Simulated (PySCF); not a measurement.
## Run report: Cd⁺, atomic calculation

Cd⁺, configuration 1s2 2s2 2p6 3s2 3p6 3d10 4s2 4p6 4d10 5s1, multiplicity 2. Computed at this level: unrestricted revPBE, aug-cc-pVDZ-PP with ECP28, scalar-relativistic core potential (PySCF).

## Input file
```python
from pyscf import gto, scf, dft, mp, cc
mol = gto.M(atom="Cd 0 0 0", charge=1, spin=1, symmetry="D2h",
            basis="aug-cc-pVDZ-PP",
            ecp="aug-cc-pVDZ-PP")
mf = dft.UKS(mol, xc="PBE_R,PBE")
mf.irrep_nelec = {'Ag': (4, 3), 'B1g': (1, 1), 'B2g': (1, 1), 'B3g': (1, 1), 'B1u': (1, 1), 'B2u': (1, 1), 'B3u': (1, 1)}
mf.kernel()
```

The script is an equivalent of what the driver set up; the driver started from orbitals of its own, so the log can be shorter than this script's would be, and it computed the properties (radii, ⟨L²⟩, response) afterwards. It held the occupations shell by shell, which the script's counts by irreducible representation don't always enforce.

Hardware: 1 CPU thread, shared host.

## Log (extracts)
```
damping factor = 0
level_shift factor = 0
DIIS = <class 'pyscf.scf.diis.CDIIS'>
diis_start_cycle = 1
diis_space = 10
diis_damp = 0
SCF conv_tol = 1e-09
SCF conv_tol_grad = None
number electrons alpha = 10  beta = 9
XC functionals = PBE_R,PBE
    Y. Zhang and W. Yang.,  Phys. Rev. Lett. 80, 890 (1998)
    J. P. Perdew, K. Burke, and M. Ernzerhof.,  Phys. Rev. Lett. 77, 3865 (1996)
    J. P. Perdew, K. Burke, and M. Ernzerhof.,  Phys. Rev. Lett. 78, 1396 (1997)
cycle= 1 E= -167.456618237462  delta_E= -0.00797  |g|= 0.0911  |ddm|= 0.293
cycle= 2 E= -167.455228625102  delta_E= 0.00139  |g|= 0.122  |ddm|= 0.234
cycle= 3 E= -167.458634593349  delta_E= -0.00341  |g|= 0.00192  |ddm|= 0.137
cycle= 4 E= -167.458635692942  delta_E= -1.1e-06  |g|= 5.81e-05  |ddm|= 0.0017
cycle= 5 E= -167.458635693828  delta_E= -8.86e-10  |g|= 3.43e-06  |ddm|= 7.38e-05
converged SCF energy = -167.458635693828  <S^2> = 0.75076116  2S+1 = 2.000761
```

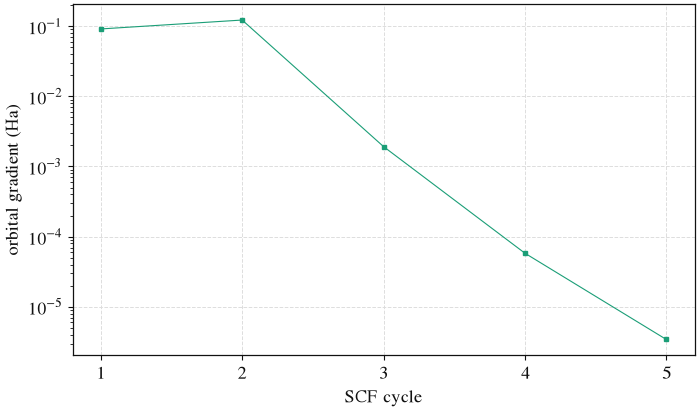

Convergence: orbital gradient against the SCF cycle. The residual falls almost steadily, with no more than small rises or pauses. It goes from 0.091 to 3.4×10⁻⁶ in 5 steps.

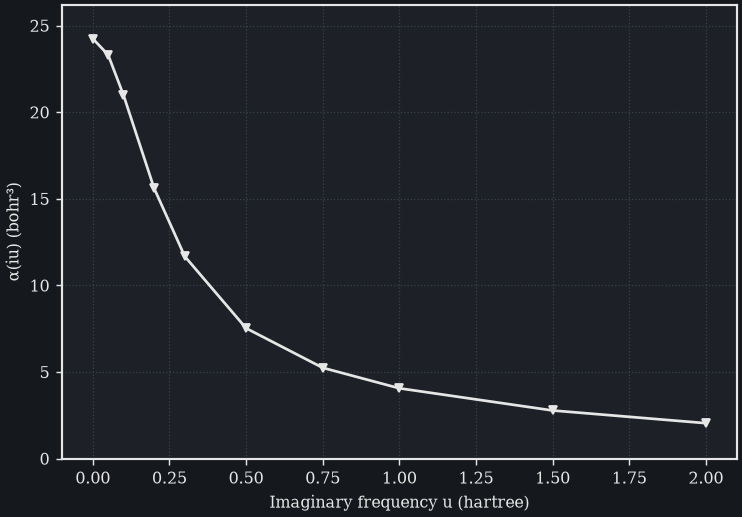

Dipole polarisability at imaginary frequency of Cd⁺ ([Kr] 4d¹⁰ 5s). Coupled response at the revPBE level; PySCF, aug-cc-pVDZ-PP with a 28-electron core potential, unrestricted single determinants, no spin-orbit coupling. The static dipole polarisability is 24.2 bohr³; α(iu) falls to half of it near u = 0.29 hartree. The Casimir–Polder integral gives C₆ = 144 hartree bohr⁶ for two such species.

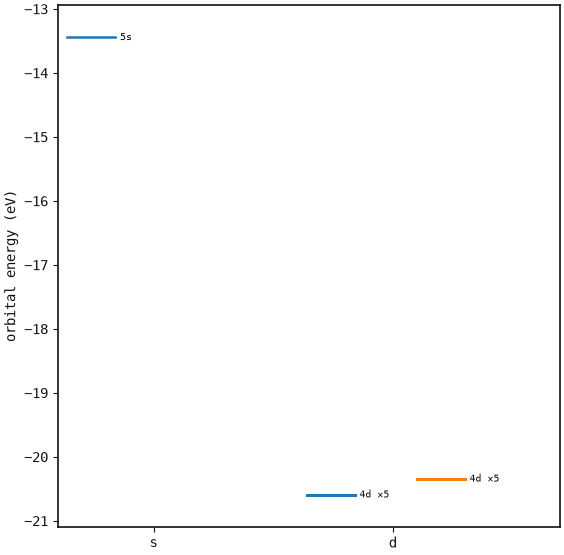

Orbital energies of the mean field, from the top down to −20.6 eV, by angular momentum, α spin at the left of each column and β at the right; ×n counts the orbitals under one label. The highest filled orbital is 5s α at −13.4 eV, the lowest empty one s β at −12.6 eV.

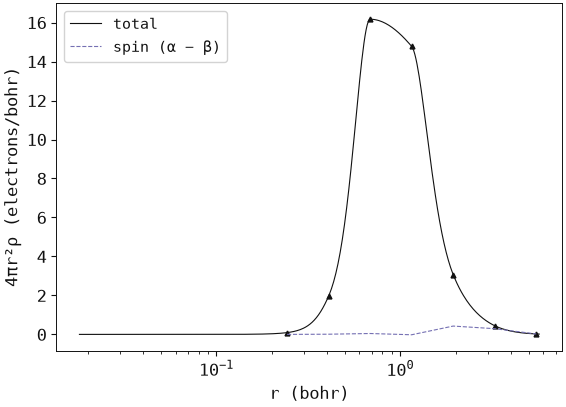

Spherically averaged radial density 4πr²ρ of the mean field (valence electrons alone, under a core potential) and its spin part; markers are the stored points, which are sparse, and the line is a monotone interpolation between them. The largest stored value is 16.2 electrons/bohr at r = 0.69 bohr. Root-mean-square radii of the shells: 4s 0.940, 4p 1.03, 4d 1.40, 5s 2.95 bohr.

## Summary

- outcome: converged
- total energy (valence electrons, under a core potential): −167.458636 hartree
- ⟨S²⟩: 0.751
- static polarisability: 24.2 bohr³
- C₆ of the like pair: 144 hartree bohr⁶
- SCF iterations: 5
- CPU time: 2.9 s (integrals apart)
